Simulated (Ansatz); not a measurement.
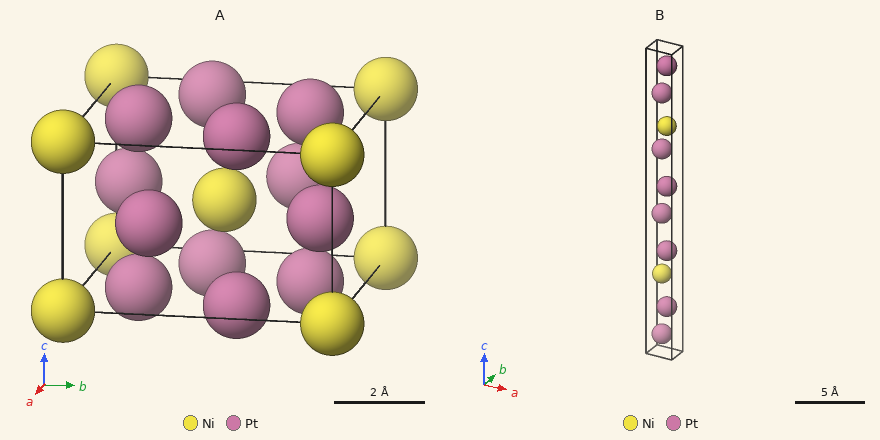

Two structures of NiPt$_{4}$, each relaxed to rest (conventional cells in solid outline, small ones repeated, not to one scale). Method: DFT PBE, scalar-relativistic, plane waves, PAW in Ansatz 0.2.0, with collinear spins.

### State the structure in each panel.

A: 10 atoms a cell on a body-centred tetragonal lattice, I4/m. B: 10 atoms a cell on a primitive hexagonal lattice, P6_3/mmc.

### Compare their energies: which is lower?

A is lower, by 61 meV/atom at this level of theory (energies at zero smearing). Volumes: A 14.8, B 14.9 Å³/atom.

One or both may be structure types tried for this composition rather than known phases.
